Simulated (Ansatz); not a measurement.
# Sr2Hf (built on the sites of a database entry of HfBe2): from the cell to its phonons, part 2 of 3

Aim: the vibrations of Sr2Hf (built on the sites of a database entry of HfBe2), their spectra, and whether the structure is stable.

Ansatz 0.2.0; DFT PBEsol, scalar-relativistic, plane waves, PAW.

So far: Starting point; Bringing the structure to rest, k-mesh 12×12×10.

The structure was built from a prototype and need not be the compound's stable phase.

## 3. Bringing the structure to rest, k-mesh 9×9×12

The relaxation is repeated from its end, on the mesh and smearing that suit the cell and gap now reached.

Contents of input.yaml:

```yaml
crystal:
  lattice:
    - [5.8863495529, 0.0, 0.0]
    - [-2.9431747765, 5.0977282484, 0.0]
    - [0.0, 0.0, 3.3141967905]
  atoms:
    - { symbol: Hf, position: [0.0, 0.0, 0.0] }
    - { symbol: Sr, position: [0.3333333333, 0.6666666667, 0.5] }
    - { symbol: Sr, position: [0.6666666667, 0.3333333333, 0.5] }
kpoints:
  mp_grid: { grid: [9, 9, 12] }
hamiltonian:
  xc: pbesol
scf:
  occupations: { method: gaussian, width: 0.1 }
output:
  forces: true
  stress: true
  eigenvalues: true
  write_density: true
  write_potential: true
  elf: true
  volumetric_format: npy
relax:
  adjacent_minimum: "off"
  f_tol: 0.005
  max_steps: 80
  cell: { stress_tol: 0.05 }
```

Run with:

```bash
> ansatz run input.yaml --threads 8 --pin off --max-ram 14336MiB --backend cpu --events-out ev --progress --plain --runs-dir out
```

Numbers of over 12 decimals in the logs are rounded to 6 here.

What it wrote:

```text
[...]
Crystal: 3 atoms, lattice volume = 99.449 Å³
Basis set: ecut = 420 eV, 1955 PW (Γ), exchange–correlation on 80×80×48 points (8 copies of the dense FFT grid, shifted against one another)
Bands: 28, of which v1, the nominal top of the filled ones, is band 23 counted from 1 (22 counted from 0)
Symmetry: 24 space group operations
[...]
k-points: 84 of 972
[...]
--- Relaxed structure (2 steps of the walk, 2 accepted, 1 SCFs on fresh bases) ---
[...]
cell:  # Å, volume = 99.5625 Å³
    - [5.887700, 2.8874132538159726e-11, 0]
    - [-2.943850, 5.098897, 0]
    - [0, 0, 3.316454]
  atoms:
    - { symbol: Hf, position: [0, 0, 0] }
    - { symbol: Sr, position: [0.333333, 0.666667, 0.5] }
    - { symbol: Sr, position: [0.666667, 0.333333, 0.5] }
[key lines of the parts left out:]
SCF converged after 6 iterations
Free energy (F): -22580.284606 eV
Fermi energy:    10.169349 eV
P = ⅓ Tr σ = 0.0095 GPa (0.095 kbar)
```

Run time: 3.8 s. Hardware: 8 threads of Intel Xeon Platinum 8488C (Sapphire Rapids), shared host; peak memory 0.68 GiB; 26 s of CPU time.

Little changed from the start: no atom moved by 0.005 Å and no cell edge by 0.1 %.

This step gave:

```yaml
pressure: 0.009527 GPa
volume_per_atom: 33.19 Å³
```

In this step the volume went from 33.15 to 33.19 Å³/atom.

## 4. Relaxing to small forces for the phonons

Phonons need a cell at rest on their own settings, so the relaxation is repeated with tight tolerances on forces and stress on the k mesh and occupations of the first response run.

Contents of input.yaml:

```yaml
crystal:
  lattice:
    - [5.8876996036, 0.0, 0.0]
    - [-2.9438498018, 5.0988974266, 0.0]
    - [0.0, 0.0, 3.3164537072]
  atoms:
    - { symbol: Hf, position: [0.0, 0.0, 0.0] }
    - { symbol: Sr, position: [0.3333333333, 0.6666666667, 0.5] }
    - { symbol: Sr, position: [0.6666666667, 0.3333333333, 0.5] }
kpoints:
  mp_grid: { grid: [10, 10, 12] }
hamiltonian:
  xc: pbesol
scf:
  occupations: { method: methfessel_paxton, width: 0.2 }
output:
  forces: true
  stress: true
  eigenvalues: true
relax:
  adjacent_minimum: "off"
  f_tol: 0.001
  max_steps: 60
  cell: { stress_tol: 0.01 }
```

What it wrote:

```text
[...]
Crystal: 3 atoms, lattice volume = 99.563 Å³
Basis set: ecut = 420 eV, 1955 PW (Γ), exchange–correlation on 80×80×48 points (8 copies of the dense FFT grid, shifted against one another)
Bands: 28, of which v1, the nominal top of the filled ones, is band 23 counted from 1 (22 counted from 0)
Symmetry: 24 space group operations
[...]
k-points: 98 of 1200
[...]
--- Relaxed structure (3 steps of the walk, 3 accepted, 1 SCFs on fresh bases) ---
[...]
cell:  # Å, volume = 99.4464 Å³
    - [5.887117, 0.0, 0.0]
    - [-2.943558, 5.098393, 0.0]
    - [0.0, 0.0, 3.313242]
  atoms:
    - { symbol: Hf, position: [0, 0, 0.0] }
    - { symbol: Sr, position: [0.333333, 0.666667, 0.500000] }
    - { symbol: Sr, position: [0.666667, 0.333333, 0.500000] }
[key lines of the parts left out:]
SCF converged after 8 iterations
Free energy (F): -22580.271010 eV
Fermi energy:    10.185853 eV
P = ⅓ Tr σ = 0.0009 GPa (0.009 kbar)
```

It took 5.2 s on 8 threads; peak memory 0.7 GiB.

Little changed from the start: no atom moved by 0.005 Å and no cell edge by 0.1 %.

Numbers from this step:

```yaml
pressure: 9.17e-4 GPa
volume_per_atom: 33.15 Å³
```

The forces vanish by symmetry and the pressure is 0.001 GPa, within the tolerances set. The cell now holds 33.15 Å³/atom.

## 5. Modes at Γ

The zone centre comes first: it holds the modes that light can see, as far as symmetry allows. No field response is asked, since the mesh shows no gap.

input.yaml, the sections that differ from step 4:

```yaml
crystal:
  lattice:
    - [5.8871168484, 0.0, 0.0]
    - [-2.9435584242, 5.0983927457, 0.0]
    - [0.0, 0.0, 3.3132417562]
  atoms:
    - { symbol: Hf, position: [0.0, 0.0, 0.0] }
    - { symbol: Sr, position: [0.3333333333, 0.6666666667, 0.5] }
    - { symbol: Sr, position: [0.6666666667, 0.3333333333, 0.5] }
output:
  eigenvalues: true
phonons:
  method: dfpt
# kpoints, hamiltonian, scf: as in step 4
# relax: removed
```

What it wrote:

```text
zone centre: on kpoints.mp_grid the ground state, and the responses unless they are solved on pairs of k-points, stand on 217 of the mesh's 1200 k-points, reduced under 4 symmetry operations, with k and −k counted as one. Each operation leaves every solved displacement unchanged or reverses it
[...]
Crystal: 3 atoms, lattice volume = 99.446 Å³
Basis set: ecut = 420 eV, 1955 PW (Γ), exchange–correlation on 80×80×48 points (8 copies of the dense FFT grid, shifted against one another)
Bands: 28, of which v1, the nominal top of the filled ones, is band 23 counted from 1 (22 counted from 0)
Symmetry: 24 space group operations
k-points: 217 of 1200 (irreducible under 4 space group operations, time reversal used)
[...]
SCF iter   1: F=—  HF=-22580.272144 eV  |F-HF|=—  |Δ(HF+E_count)|=         —  Δρ=4.51e-3  dr2=2.52e-2  ethr=1.77e-3  ⟨swp⟩=7.1  Hψ=28468  notcnv=0
[...]
SCF iter  11: F=-22580.271010 eV  HF=-22580.271010 eV  |F-HF|=7.28e-12  |Δ(HF+E_count)|=  1.46e-11  S|Δr|=    0.00e0  Δρ=3.93e-8  dr2=1.43e-12  ethr=1.00e-12  ⟨swp⟩=6.1  Hψ=30665  notcnv=0
the search or the solves at the SCF's close seem to have found levels that the self-consistency loop had missed (the run counts 1). By its estimate they hold under 1e-12 electrons; where the run keeps them, the occupations were computed again with them
SCF 1 converged in 11 iterations: F = -22580.271010 eV  dr2 = 1.43e-12
[...]
DFPT response loops at Γ: preconditioner auto → Kerker (q_TF=auto, 2.399 Å⁻¹) (partly filled bands, converged f_vac=0.000); β = 1.00, the filter's whole step (`scf.mixing.beta` (0.50) is not read by the response loops under this deck's `scf.mixing.preconditioner`; to damp them name `kerker` or `kerker_dos`, under which they read `scf.mixing.beta`, and type it under 1.00, their step now; both keys bind the ground state too); Broyden in place of MSR1
SCF converged after 11 iterations
[...]
Free energy (F): -22580.271010 eV
[...]
Internal energy: -22580.256522 eV  (E = F + TS)
E sigma→0 (E₀):  -22580.267388 eV
Entropy (-TS):   -0.014488 eV (-4.829 meV/atom)
Fermi energy:    10.185853 eV
[...]
--- Band table (eV; the first three rows and the last of 217) ---
  k-point 0: bands = [... 19 lower, 5.3000, 8.9802, 10.2917, 10.2917, 10.2974, 10.2974, 11.4362, 11.9094, ... 1 higher]
  k-point 1: bands = [... 19 lower, 5.4441, 9.1647, 10.2397, 10.2397, 10.2533, 10.2533, 11.7101, 12.0876, ... 1 higher]
  k-point 2: bands = [... 19 lower, 5.8569, 9.6633, 10.0925, 10.0925, 10.1169, 10.1169, 12.5013, 12.5812, ... 1 higher]
  k-point 216: bands = [... 19 lower, 8.3391, 9.1809, 9.6555, 10.0019, 10.3391, 10.5156, 11.3590, 11.4721, ... 1 higher]
--- Phonons (Γ-DFPT): 4 representative perturbations + reference, on 217 of 1200 k-points (Σ response iterations 12) ---
  k mesh reduced under 4 symmetry operations, with k and −k counted as one. Each operation leaves every solved displacement unchanged or reverses it
  ASR residual: 4.456e-5 → 0.000e0 eV/Å²; symmetrization residual: 1.321e-5 eV/Å²
  ASR residual per site (eV/Å²): 4.46e-5 3.95e-5 3.95e-5
  Γ frequencies (cm⁻¹): 0.00 0.00 0.00 24.84 77.84 77.84 87.96 131.70 131.70
  non-analytic LO–TO correction: not included (Born effective charges unavailable; polar crystals: no LO–TO splitting at Γ)
```

Wall time 27 s (8 threads); peak memory 2.1 GiB.

Reading the cycles: dr2 is the Hartree energy of the density residual (eV), the measure of convergence; HF is the Harris–Foulkes estimate of the energy, which meets the free energy F at convergence.

Numbers from this step:

```
sum-rule residual before enforcement                    : 4.46e-5 eV/Å²
point group                                             : 6/mmm
highest optical mode at the zone centre (no LO-TO term) : 131.7 cm⁻¹
lowest optical zone-centre mode                         : 24.84 cm⁻¹
```

Patterns of degenerate modes are one choice out of their space. The modes at Γ (shares of kinetic energy by element, %):

| mode | frequency (cm⁻¹) | symmetry | Hf % | Sr % |
| --- | --- | --- | --- | --- |
| 1 | 0.0 | acoustic | 50 | 50 |
| 2 | 0.0 | acoustic | 50 | 50 |
| 3 | 0.0 | acoustic | 50 | 50 |
| 4 | 24.8 | B1g | 0 | 100 |
| 5 | 77.8 | E1u | 50 | 50 |
| 6 | 77.8 | E1u | 50 | 50 |
| 7 | 88.0 | A2u | 50 | 50 |
| 8 | 131.7 | E2g | 0 | 100 |
| 9 | 131.7 | E2g | 0 | 100 |

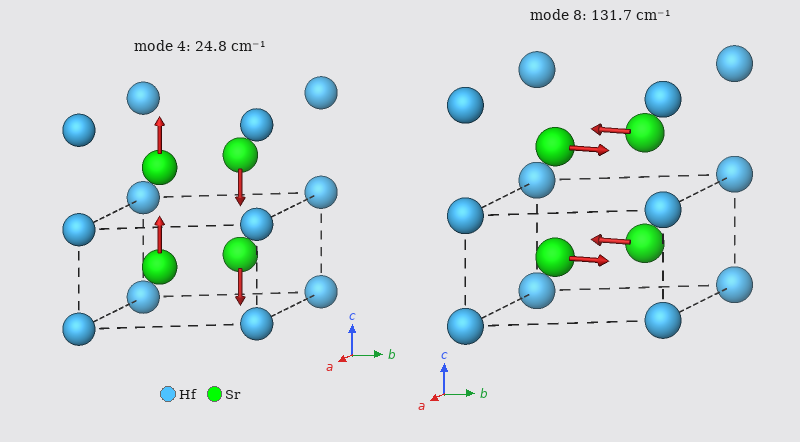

Displacement patterns of modes 4 and 8 at Γ; arrows are exaggerated. 1×1×2 cells are drawn. Some periodic images of atoms are drawn too.

Before it was imposed, the acoustic sum rule was missed by 4.5e-5 eV/Å². Small misses are needed for a sound result but don't prove that mesh and cutoff are converged. The lowest optical mode is real, 24.8 cm⁻¹.

## 6. Phonons on a q mesh

Stability and thermal properties need the whole zone. Linear response on a 2×2×4 q mesh gives force constants as far as a supercell of that size would.

input.yaml, as its differences from that of step 5:

```diff
@@ -19 +19,9 @@
   method: dfpt
+  qmesh: [2, 2, 4]
+  temperatures: { t_max: 1000, t_step: 50 }
+  qpath:
+    path:
+      - [[0.0, 0.0, 0.0], [0.5, 0.0, 0.0], [0.33333333, 0.33333333, 0.0], [0.0, 0.0, 0.0], [0.0, 0.0, 0.5], [0.5, 0.0, 0.5], [0.33333333, 0.33333333, 0.5], [0.0, 0.0, 0.5]]
+      - [[0.5, 0.0, 0.5], [0.5, 0.0, 0.0]]
+      - [[0.33333333, 0.33333333, 0.5], [0.33333333, 0.33333333, 0.0]]
+    npoints: 10
```

What it wrote:

```text
Warning: phonons: the dynamical matrix that this run interpolates holds no multipole term above the dipole-dipole one, and a site of this crystal is no centre of inversion, so its interpolated transverse optical and acoustic branches and sound speeds can stay off near Gamma, and the density of states and the thermodynamics with them. What a run solves at a wave vector of phonons.qpoints, Gamma apart, where the deck admits one, is free of this, and under fd what a larger phonons.supercell samples
[...]
Crystal: 3 atoms, lattice volume = 99.446 Å³
Basis set: ecut = 420 eV, 1955 PW (Γ), exchange–correlation on 80×80×48 points (8 copies of the dense FFT grid, shifted against one another)
Bands: 28, of which v1, the nominal top of the filled ones, is band 23 counted from 1 (22 counted from 0)
Symmetry: 24 space group operations
k-points: 98 of 1200
[...]
SCF iter   1: F=—  HF=-22580.272179 eV  |F-HF|=—  |Δ(HF+E_count)|=         —  Δρ=4.51e-3  dr2=2.52e-2  ethr=1.77e-3  ⟨swp⟩=7.0  Hψ=12801  notcnv=0
[...]
SCF iter  11: F=-22580.271010 eV  HF=-22580.271010 eV  |F-HF|=7.28e-12  |Δ(HF+E_count)|=    0.00e0  S|Δr|=    0.00e0  Δρ=3.81e-8  dr2=1.41e-12  ethr=1.00e-12  ⟨swp⟩=6.2  Hψ=14068  notcnv=0
[...]
SCF 1 converged in 11 iterations: F = -22580.271010 eV  dr2 = 1.41e-12
[...]
SCF iter   6: F=-22580.271010 eV  HF=-22580.271010 eV  |F-HF|=7.28e-12  |Δ(HF+E_count)|=  7.28e-12  S|Δr|=    0.00e0  Δρ=8.70e-8  dr2=9.00e-12  ethr=1.00e-12  ⟨swp⟩=2.5  Hψ=7347  notcnv=0
SCF 2 converged in 6 iterations: F = -22580.271010 eV  dr2 = 9.00e-12
phonons: the bands overlap, so this run is a metal and interpolates without the dipole-dipole term. If the crystal is really an insulator or semiconductor, its LO-TO splitting is missing
NSCF: frozen V_eff on 98 k-points
WARN: eigensolver did not converge in 7 slots of this pass, the one above among them; of largest residual over every band (k=12): 1 band(s) unlocked (lowest unlocked band 27, counted from 0; max residual 4.70e-2 eV among the unlocked bands, 4.70e-2 eV over every band); of lowest unlocked band (k=11): band 27
[...]
DFPT response loops at q = (0, 0, 0) (fractional): preconditioner auto → Kerker (q_TF=auto, 2.399 Å⁻¹) (partly filled bands, converged f_vac=0.000); β = 1.00, the filter's whole step (`scf.mixing.beta` (0.50) is not read by the response loops under this deck's `scf.mixing.preconditioner`; to damp them name `kerker` or `kerker_dos`, under which they read `scf.mixing.beta`, and type it under 1.00, their step now; both keys bind the ground state too); Broyden in place of MSR1
[...]
SCF converged after 11 iterations
[...]
Free energy (F): -22580.271010 eV
[...]
Internal energy: -22580.256522 eV  (E = F + TS)
E sigma→0 (E₀):  -22580.267388 eV
Entropy (-TS):   -0.014488 eV (-4.829 meV/atom)
Fermi energy:    10.185853 eV
[...]
--- Band table (eV; the first three rows and the last of 98) ---
  k-point 0: bands = [... 19 lower, 5.3000, 8.9802, 10.2917, 10.2917, 10.2974, 10.2974, 11.4362, 11.9094, ... 1 higher]
  k-point 1: bands = [... 19 lower, 5.4441, 9.1647, 10.2397, 10.2397, 10.2533, 10.2533, 11.7101, 12.0876, ... 1 higher]
  k-point 2: bands = [... 19 lower, 5.8569, 9.6633, 10.0925, 10.0925, 10.1169, 10.1169, 12.5013, 12.5812, ... 1 higher]
  k-point 97: bands = [... 19 lower, 8.2549, 9.3589, 9.5685, 10.2372, 10.3968, 10.5277, 11.3744, 11.3819, ... 1 higher]
--- Phonons (Γ-DFPT): 4 representative perturbations + reference (Σ response iterations 12) ---
  ASR residual: 4.618e-5 → 0.000e0 eV/Å²; symmetrization residual: 1.548e-5 eV/Å²
  ASR residual per site (eV/Å²): 4.62e-5 2.35e-5 2.35e-5
  Γ frequencies (cm⁻¹): 0.00 0.00 0.00 24.84 77.84 77.84 87.96 131.70 131.70
--- Phonons (arbitrary-q DFPT): 6 irreducible q on the 2×2×4 mesh ---
  q = [0.0000, 0.0000, 0.0000] (star 1, of the zone-centre solve; hermiticity 9.42e-6, symmetrization 1.60e-11): -0.00 0.00 0.00 24.84 77.84 77.84 87.96 131.70 131.70
  q = [0.0000, 0.0000, 0.2500] (star 2, 4 solved perturbations in 1080 linear systems a pass and spin channel, the states on 372 of 1200 k-point pairs; hermiticity 3.52e-6, symmetrization 1.32e-11): 23.19 27.41 27.41 67.66 67.66 106.97 107.43 129.29 129.29
[...]
q = [0.0000, -0.5000, 0.0000] (star 3, 6 solved perturbations on 217 of 1200 k-point pairs; hermiticity 4.20e-5, symmetrization 8.34e-6): 25.17 33.32 35.88 41.34 43.01 61.74 75.09 117.79 131.59
[...]
sum rule: each row above includes the acoustic sum rule's correction from the zone centre's row sums; it moved no ω² by more than (0.27 cm⁻¹)²
  mesh force constants: q→R imaginary residual 6.60e-18; ASR residual 4.618e-5 → 0.000e0 eV/Å²; symmetrization residual 1.776e-15 eV/Å²
  interpolated dispersion: 93 rows × 9 modes
  density of states and harmonic sums: on the 12×12×20 q-mesh, interpolated from the force constants of a 2×2×4 supercell (no non-analytic term)
  largest difference from the sums on the solved wave vectors: F 1.88e-2 eV, S 3.15e-5 and C_V 1.27e-5 eV/K
  zero-point energy: 0.038319 eV/cell   skipped modes (ω ≤ 0): 145, of them read as no rigid motion or as one in doubt: 142 (7.090e-1 modes/cell left out, lowest -44.37 cm⁻¹)   left out of the sums: 7.89e-2 of the cell's modes: C_V's classical limit lies that fraction below 3 k_B per atom; for a crystal, a wire or a layer, F and S can be off by more, and a phonons.interpolated_qmesh denser along its periods is the remedy for the sampling
```

Wall time 3.2 min (8 threads); peak memory 2.7 GiB.

Numbers from this step:

| Item | Value |
| --- | --- |
| sum-rule residual before enforcement | 4.62e-5 eV/Å² |
| lowest frequency on the path | -44.37 cm⁻¹ |
| highest frequency on the path or at a solved wavevector | 152.3 cm⁻¹ |
| lowest mode on the q mesh (acoustic modes at Γ apart) | -39.74 cm⁻¹ |

Frequencies (cm⁻¹) solved at each irreducible wavevector; negative means imaginary. Frequencies by wavevector, by row:

| q in reciprocal lattice units | star | mode 1 | mode 2 | mode 3 | mode 4 | mode 5 | mode 6 | mode 7 | mode 8 | mode 9 |
| --- | --- | --- | --- | --- | --- | --- | --- | --- | --- | --- |
| 0 0 0 | 1 | 0 | 0 | 0 | 24.8 | 77.8 | 77.8 | 88 | 131.7 | 131.7 |
| 0 0 0.25 | 2 | 23.2 | 27.4 | 27.4 | 67.7 | 67.7 | 107 | 107.4 | 129.3 | 129.3 |
| 0 0 -0.5 | 1 | 25.8 | 41.6 | 41.6 | 56.4 | 56.4 | 126.8 | 126.8 | 150.7 | 152.3 |
| 0 -0.5 0 | 3 | 25.2 | 33.3 | 35.9 | 41.3 | 43 | 61.7 | 75.1 | 117.8 | 131.6 |
| 0 -0.5 0.25 | 6 | 20.9 | 25.6 | 26.3 | 45.2 | 59.9 | 100.1 | 105 | 112.1 | 129.5 |
| 0 -0.5 -0.5 | 3 | -39.7 | -26.3 | 26.1 | 37.4 | 45.3 | 93 | 122.8 | 145 | 147.8 |

Interpolated from a 2×2×4 q mesh. The phonon branches at the labelled points (cm⁻¹):

| point | branch 1 | branch 2 | branch 3 | branch 4 | branch 5 | branch 6 | branch 7 | branch 8 | branch 9 |
| --- | --- | --- | --- | --- | --- | --- | --- | --- | --- |
| Γ | 0 | 0 | 0 | 25 | 78 | 78 | 88 | 132 | 132 |
| M | 25 | 33 | 36 | 41 | 43 | 62 | 75 | 118 | 132 |
| K | 27 | 31 | 31 | 39 | 39 | 54 | 98 | 98 | 135 |
| Γ | 0 | 0 | 0 | 25 | 78 | 78 | 88 | 132 | 132 |
| A | 26 | 42 | 42 | 56 | 56 | 127 | 127 | 151 | 152 |
| L | -40 | -26 | 26 | 37 | 45 | 93 | 123 | 145 | 148 |
| H | -44 | -29 | -11 | -11 | 78 | 78 | 119 | 146 | 146 |
| A | 26 | 42 | 42 | 56 | 56 | 127 | 127 | 151 | 152 |
| jump to L | -40 | -26 | 26 | 37 | 45 | 93 | 123 | 145 | 148 |
| M | 25 | 33 | 36 | 41 | 43 | 62 | 75 | 118 | 132 |
| jump to H | -44 | -29 | -11 | -11 | 78 | 78 | 119 | 146 | 146 |
| K | 27 | 31 | 31 | 39 | 39 | 54 | 98 | 98 | 135 |

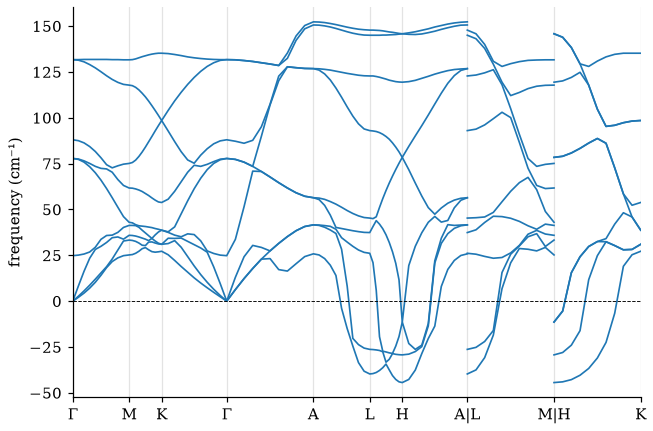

Phonon branches along the path.

(Continued in part 3 of 3.)

[Logs are printed without paths, hosts, clocks, repeated set-up lines and the standing remarks that a program may print on its own settings, such as how far it seeks lower states.]

[Hosts, paths, dates, database ids (printed as entryN), source tags and the programs' standing remarks are cut or masked in the printed files.]
